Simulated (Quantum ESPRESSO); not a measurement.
**NiSb: valence-band photoemission**

Aim: the valence spectrum of NiSb from He I to hard X-rays, and which orbitals make each feature.

Main program and level: Quantum ESPRESSO 7.5; DFT, PBE, plane waves, ultrasoft GBRV pseudopotentials, scalar-relativistic, in the first sound run; inputs show where later runs differ.

The database entry behind the starting cell differs from later determinations by our own check (c about 0.3 % short), so it need not match the best structure at ambient conditions.

## Step 1: Starting point

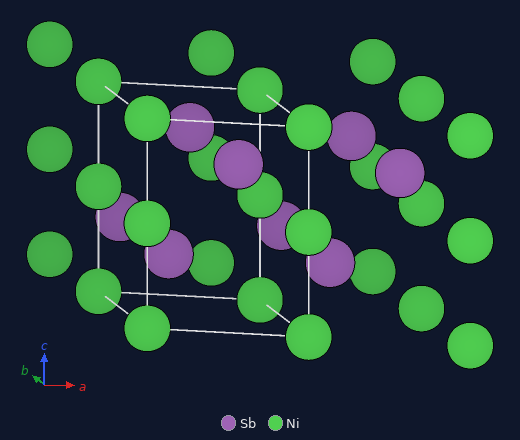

Start, viewed slightly off an axis; antimony purple, nickel green. 2×2×1 cells are drawn. Some periodic images of atoms are drawn too.

Coordinates:

```cif
data_structure
_symmetry_space_group_name_H-M 'P6_3/mmc'
_symmetry_Int_Tables_number 194
_cell_length_a 3.9280
_cell_length_b 3.9280
_cell_length_c 5.1200
_cell_angle_alpha 90.000
_cell_angle_beta 90.000
_cell_angle_gamma 120.000
_cell_volume 68.41
loop_
_atom_site_label
_atom_site_type_symbol
_atom_site_symmetry_multiplicity
_atom_site_Wyckoff_symbol
_atom_site_fract_x
_atom_site_fract_y
_atom_site_fract_z
_atom_site_occupancy
Sb1 Sb 2 c 0.66667 0.33333 0.75000 1
Ni1 Ni 2 a 0.00000 0.00000 0.50000 1
```

## Step 2: The base run: self-consistent run

First the self-consistent run; potential, DOS and bands follow from it in later steps.

scf.in

```
&control
  calculation = 'scf'
  prefix = 'pes'
  outdir = './tmp'
  pseudo_dir = './pp'
  tprnfor = .true.
  tstress = .true.
/
&system
  ibrav = 0
  nat = 4
  ntyp = 2
  ecutwfc = 40.0
  ecutrho = 200.0
  occupations = 'smearing'
  nbnd = 46
  smearing = 'fd'
  degauss = 0.00367
  nspin = 2
  starting_magnetization(2) = 0.056
/
&electrons
  conv_thr = 2.4e-08
  mixing_beta = 0.3
  electron_maxstep = 120
/
ATOMIC_SPECIES
Sb 121.7600 sb_pbe_v1.4.uspp.F.UPF
Ni 58.6934 ni_pbe_v1.4.uspp.F.UPF
CELL_PARAMETERS angstrom
 3.928000000 0.000000000 0.000000000
 -1.964000000 3.401747786 0.000000000
 0.000000000 0.000000000 5.120000000
ATOMIC_POSITIONS crystal
Sb 0.666666667 0.333333333 0.750000000
Sb 0.333333333 0.666666667 0.250000000
Ni 0.000000000 0.000000000 0.500000000
Ni 0.000000000 0.000000000 0.000000000
K_POINTS automatic
12 12 8 0 0 0
```

Started as:

```console
> OMP_NUM_THREADS=1 mpirun -n 4 pw.x -nk 4 -in scf.in > scf.out
```

Output:

```text
Program PWSCF v.7.5 starts

     This program is part of the open-source Quantum ESPRESSO suite
     for quantum simulation of materials; please cite
         "P. Giannozzi et al., J. Phys.:Condens. Matter 21 395502 (2009);
         "P. Giannozzi et al., J. Phys.:Condens. Matter 29 465901 (2017);
         "P. Giannozzi et al., J. Chem. Phys. 152 154105 (2020);
          URL
     in publications or presentations arising from this work. More details at

     Parallel version (MPI & OpenMP), running on       4 processor cores
     Number of MPI processes:                 4
     Threads/MPI process:                     1

     MPI processes distributed on     1 nodes
     20137 MiB available memory on the printing compute node when the environment starts

     Current dimensions of program PWSCF are:
     Max number of different atomic species (ntypx) = 10
     Max number of k-points (npk) =  40000
     Max angular momentum in pseudopotentials (lmaxx) =  4
     Message from routine setup:
     using ibrav=0 with symmetry is DISCOURAGED, use correct ibrav instead

     K-points division:     npool     =       4
     Subspace diagonalization in iterative solution of the eigenvalue problem:
     a serial algorithm will be used

     G-vector sticks info
     --------------------
     sticks:   dense  smooth     PW     G-vecs:    dense   smooth      PW
     Sum         757     595    187                22051    15777    2667

     Using Slab Decomposition

     bravais-lattice index     =            0
     lattice parameter (alat)  =       7.4228  a.u.
     unit-cell volume          =     461.6790 (a.u.)^3
     number of atoms/cell      =            4
     number of atomic types    =            2
     number of electrons       =        66.00
     number of Kohn-Sham states=           46
     kinetic-energy cutoff     =      40.0000  Ry
     charge density cutoff     =     200.0000  Ry
     scf convergence threshold =      2.4E-08
     mixing beta               =       0.3000
     number of iterations used =            8  plain     mixing
     Exchange-correlation=  SLA  PW   PBX  PBC
                           (   1   4   3   4   0   0   0)

     celldm(1)=   7.422844  celldm(2)=   0.000000  celldm(3)=   0.000000
     celldm(4)=   0.000000  celldm(5)=   0.000000  celldm(6)=   0.000000

     crystal axes: (cart. coord. in units of alat)
               a(1) = (   1.000000   0.000000   0.000000 )
               a(2) = (  -0.500000   0.866025   0.000000 )
               a(3) = (   0.000000   0.000000   1.303462 )

     reciprocal axes: (cart. coord. in units 2 pi/alat)
               b(1) = (  1.000000  0.577350 -0.000000 )
               b(2) = (  0.000000  1.154701  0.000000 )
               b(3) = (  0.000000 -0.000000  0.767187 )

     PseudoPot. # 1 for Sb read from file:
     ./pp/sb_pbe_v1.4.uspp.F.UPF
     Pseudo is Ultrasoft + core correction, Zval = 15.0
     Generated by new atomic code, or converted to UPF format
     Using radial grid of  891 points,  6 beta functions with:
                l(1) =   0
                l(2) =   0
                l(3) =   1
                l(4) =   1
                l(5) =   2
                l(6) =   2
     Q(r) pseudized with  8 coefficients,  rinner =    1.350   1.350   1.350
                                                       1.350   1.350

     PseudoPot. # 2 for Ni read from file:
     ./pp/ni_pbe_v1.4.uspp.F.UPF
     Pseudo is Ultrasoft + core correction, Zval = 18.0
     Generated by new atomic code, or converted to UPF format
     Using radial grid of  865 points,  6 beta functions with:
                l(1) =   0
                l(2) =   0
                l(3) =   1
                l(4) =   1
                l(5) =   2
                l(6) =   2
     Q(r) pseudized with 10 coefficients,  rinner =    0.980   0.980   0.980
                                                       0.980   0.980

     atomic species   valence    mass     pseudopotential
     Sb               15.00   121.76000     Sb( 1.00)
     Ni               18.00    58.69340     Ni( 1.00)

     Starting magnetic structure
     atomic species   magnetization
     Sb              0.000
     Ni              0.056

     24 Sym. Ops., with inversion, found (12 have fractional translation)

   Cartesian axes

     site n.     atom                  positions (alat units)
         1        Sb     tau(   1) = (   0.5000000   0.2886751   0.9775967  )
         2        Sb     tau(   2) = (  -0.0000000   0.5773503   0.3258656  )
         3        Ni     tau(   3) = (   0.0000000   0.0000000   0.6517312  )
         4        Ni     tau(   4) = (   0.0000000   0.0000000   0.0000000  )

     number of k points=    95  Fermi-Dirac smearing, width (Ry)=  0.0037
                       cart. coord. in units 2pi/alat
        k(    1) = (   0.0000000   0.0000000   0.0000000), wk =   0.0008681
        k(    2) = (   0.0000000   0.0000000   0.0958984), wk =   0.0017361
        k(    3) = (   0.0000000   0.0000000   0.1917969), wk =   0.0017361
        k(    4) = (   0.0000000   0.0000000   0.2876953), wk =   0.0017361
        k(    5) = (   0.0000000   0.0000000  -0.3835937), wk =   0.0008681
        k(    6) = (   0.0000000   0.0962250   0.0000000), wk =   0.0052083
        k(    7) = (   0.0000000   0.0962250   0.0958984), wk =   0.0104167
        k(    8) = (   0.0000000   0.0962250   0.1917969), wk =   0.0104167
        k(    9) = (   0.0000000   0.0962250   0.2876953), wk =   0.0104167
        k(   10) = (   0.0000000   0.0962250  -0.3835937), wk =   0.0052083
        k(   11) = (   0.0000000   0.1924501   0.0000000), wk =   0.0052083
        k(   12) = (   0.0000000   0.1924501   0.0958984), wk =   0.0104167
        k(   13) = (   0.0000000   0.1924501   0.1917969), wk =   0.0104167
        k(   14) = (   0.0000000   0.1924501   0.2876953), wk =   0.0104167
        k(   15) = (   0.0000000   0.1924501  -0.3835937), wk =   0.0052083
        k(   16) = (   0.0000000   0.2886751   0.0000000), wk =   0.0052083
[...]
k(   88) = (   0.2500000   0.5292377   0.1917969), wk =   0.0208333
        k(   89) = (   0.2500000   0.5292377   0.2876953), wk =   0.0208333
        k(   90) = (   0.2500000   0.5292377  -0.3835937), wk =   0.0104167
        k(   91) = (   0.3333333   0.5773503   0.0000000), wk =   0.0017361
        k(   92) = (   0.3333333   0.5773503   0.0958984), wk =   0.0034722
        k(   93) = (   0.3333333   0.5773503   0.1917969), wk =   0.0034722
        k(   94) = (   0.3333333   0.5773503   0.2876953), wk =   0.0034722
[...]
total cpu time spent up to now is       32.0 secs

     total energy              =   -1054.75865440 Ry
     estimated scf accuracy    <       6.60928454 Ry

     total magnetization       =     0.06 Bohr mag/cell
     absolute magnetization    =     0.14 Bohr mag/cell

     iteration #  4     ecut=    40.00 Ry     beta= 0.30
     Davidson diagonalization with overlap
     ethr =  1.00E-02,  avg # of iterations =  2.0

     total cpu time spent up to now is       38.7 secs

     total energy              =   -1054.33676225 Ry
     estimated scf accuracy    <       7.69377587 Ry

     total magnetization       =     0.45 Bohr mag/cell
     absolute magnetization    =     0.57 Bohr mag/cell

     iteration #  5     ecut=    40.00 Ry     beta= 0.30
     Davidson diagonalization with overlap
     ethr =  1.00E-02,  avg # of iterations =  2.0

     total cpu time spent up to now is       45.5 secs

     total energy              =   -1056.20113184 Ry
     estimated scf accuracy    <       4.55010492 Ry

     total magnetization       =     0.03 Bohr mag/cell
     absolute magnetization    =     0.10 Bohr mag/cell

     iteration #  6     ecut=    40.00 Ry     beta= 0.30
     Davidson diagonalization with overlap
     ethr =  6.89E-03,  avg # of iterations =  1.0

     total cpu time spent up to now is       51.2 secs

     total energy              =   -1056.51323457 Ry
     estimated scf accuracy    <       0.17518163 Ry

     total magnetization       =     0.09 Bohr mag/cell
     absolute magnetization    =     0.19 Bohr mag/cell

     iteration #  7     ecut=    40.00 Ry     beta= 0.30
     Davidson diagonalization with overlap
     ethr =  2.65E-04,  avg # of iterations =  3.5

     total cpu time spent up to now is       58.5 secs

     total energy              =   -1056.52086789 Ry
     estimated scf accuracy    <       0.01712239 Ry

     total magnetization       =     0.06 Bohr mag/cell
     absolute magnetization    =     0.13 Bohr mag/cell

     iteration #  8     ecut=    40.00 Ry     beta= 0.30
     Davidson diagonalization with overlap
     ethr =  2.59E-05,  avg # of iterations =  4.1

     total cpu time spent up to now is       66.5 secs

     total energy              =   -1056.51432500 Ry
     estimated scf accuracy    <       0.05791965 Ry

     total magnetization       =     0.07 Bohr mag/cell
     absolute magnetization    =     0.11 Bohr mag/cell

     iteration #  9     ecut=    40.00 Ry     beta= 0.30
     Davidson diagonalization with overlap
     ethr =  2.59E-05,  avg # of iterations =  2.1

     total cpu time spent up to now is       73.5 secs

     total energy              =   -1056.52514848 Ry
     estimated scf accuracy    <       0.02909909 Ry

     total magnetization       =     0.02 Bohr mag/cell
     absolute magnetization    =     0.05 Bohr mag/cell

     iteration # 10     ecut=    40.00 Ry     beta= 0.30
     Davidson diagonalization with overlap
     ethr =  2.59E-05,  avg # of iterations =  1.1

     total cpu time spent up to now is       79.3 secs

     total energy              =   -1056.52767222 Ry
     estimated scf accuracy    <       0.00021371 Ry

     total magnetization       =     0.01 Bohr mag/cell
     absolute magnetization    =     0.04 Bohr mag/cell

     iteration # 11     ecut=    40.00 Ry     beta= 0.30
     Davidson diagonalization with overlap
     ethr =  3.24E-07,  avg # of iterations =  2.7

     total cpu time spent up to now is       86.6 secs

     total energy              =   -1056.52712496 Ry
     estimated scf accuracy    <       0.00205276 Ry

     total magnetization       =    -0.00 Bohr mag/cell
     absolute magnetization    =     0.01 Bohr mag/cell

     iteration # 12     ecut=    40.00 Ry     beta= 0.30
     Davidson diagonalization with overlap
     ethr =  3.24E-07,  avg # of iterations =  3.1

     total cpu time spent up to now is       94.4 secs

     total energy              =   -1056.52753654 Ry
     estimated scf accuracy    <       0.00129018 Ry

     total magnetization       =    -0.00 Bohr mag/cell
     absolute magnetization    =     0.00 Bohr mag/cell

     iteration # 13     ecut=    40.00 Ry     beta= 0.30
     Davidson diagonalization with overlap
     ethr =  3.24E-07,  avg # of iterations =  2.0

     total cpu time spent up to now is      101.0 secs

     total energy              =   -1056.52761390 Ry
     estimated scf accuracy    <       0.00004627 Ry

     total magnetization       =    -0.00 Bohr mag/cell
     absolute magnetization    =     0.00 Bohr mag/cell

     iteration # 14     ecut=    40.00 Ry     beta= 0.30
     Davidson diagonalization with overlap
     ethr =  7.01E-08,  avg # of iterations =  1.1

     total cpu time spent up to now is      106.8 secs

     total energy              =   -1056.52761337 Ry
     estimated scf accuracy    <       0.00000885 Ry

     total magnetization       =     0.00 Bohr mag/cell
     absolute magnetization    =     0.00 Bohr mag/cell

     iteration # 15     ecut=    40.00 Ry     beta= 0.30
     Davidson diagonalization with overlap
     ethr =  1.34E-08,  avg # of iterations =  1.7

     total cpu time spent up to now is      113.3 secs

     total energy              =   -1056.52761478 Ry
     estimated scf accuracy    <       0.00000084 Ry

     total magnetization       =    -0.00 Bohr mag/cell
     absolute magnetization    =     0.00 Bohr mag/cell

     iteration # 16     ecut=    40.00 Ry     beta= 0.30
     Davidson diagonalization with overlap
     ethr =  1.27E-09,  avg # of iterations =  1.6

     Magnetic moment per site  (integrated on atomic sphere of radius R)
     atom   1 (R=0.273)  charge= 11.9705  magn=  0.0000
     atom   2 (R=0.273)  charge= 11.9705  magn=  0.0000
     atom   3 (R=0.269)  charge= 16.9364  magn=  0.0000
     atom   4 (R=0.269)  charge= 16.9364  magn=  0.0000

     total cpu time spent up to now is      119.9 secs

     End of self-consistent calculation

     Number of k-points >= 100: set verbosity='high' to print the bands.

     the Fermi energy is    15.3861 ev

!    total energy              =   -1056.52761494 Ry
     estimated scf accuracy    <          2.8E-09 Ry
     smearing contrib. (-TS)   =      -0.00106811 Ry
     internal energy E=F+TS    =   -1056.52654683 Ry

     The total energy is F=E-TS. E is the sum of the following terms:
     one-electron contribution =    -621.99056416 Ry
     hartree contribution      =     353.24360887 Ry
     xc contribution           =    -159.63008565 Ry
     ewald contribution        =    -628.14950588 Ry

     total magnetization       =    -0.00 Bohr mag/cell
     absolute magnetization    =     0.00 Bohr mag/cell

     convergence has been achieved in  16 iterations

     Forces acting on atoms (cartesian axes, Ry/au):

     atom    1 type  1   force =    -0.00000000   -0.00000000    0.00000000
     atom    2 type  1   force =     0.00000000    0.00000000   -0.00000000
     atom    3 type  2   force =     0.00000000    0.00000000    0.00000000
     atom    4 type  2   force =    -0.00000000   -0.00000000    0.00000000

     Total force =     0.000000     Total SCF correction =     0.000000

     Computing stress (Cartesian axis) and pressure

          total   stress  (Ry/bohr**3)                   (kbar)     P=       18.88
   0.00014269   0.00000000   0.00000000           20.99        0.00        0.00
   0.00000000   0.00014269   0.00000000            0.00       20.99        0.00
  -0.00000000   0.00000000   0.00009958           -0.00        0.00       14.65

     XML data file, charge density, pseudopotentials, collected wavefunctions

     Called by init_run:

     Called by electrons:

     Called by c_bands:

     Called by *egterg:

     Called by h_psi:
                                        0.00s GPU  (    2708 calls)

     General routines

     Parallel routines

=------------------------------------------------------------------------------=
   JOB DONE.
=------------------------------------------------------------------------------=
```

Run time: 2.1 min. Hardware: 4 MPI ranks of Arm Neoverse V1, shared host; 8.3 min of CPU time.

This step gave:

```yaml
free_energy: -14374.7905 eV
fermi_energy: 15.39 eV
pressure: 1.888 GPa
```

The run ends at a pressure of 1.89 GPa.

(Part 1 of 17 ends here.)

[Logs are printed without paths, hosts, clocks, repeated set-up lines and the standing remarks that a program may print on its own settings, such as how far it seeks lower states.]

[Hosts, paths, dates, database ids (printed as entryN), source tags and the programs' standing remarks are cut or masked in the printed files.]

[Maps of the electrostatic potential energy from Ansatz leave out the sawtooth potential of an applied field or a dipole correction, so their vacuum need not be flat; work functions include it.]

[Peak lists hold at most the 14 tallest peaks of each spectrum; further lines can be left out.]
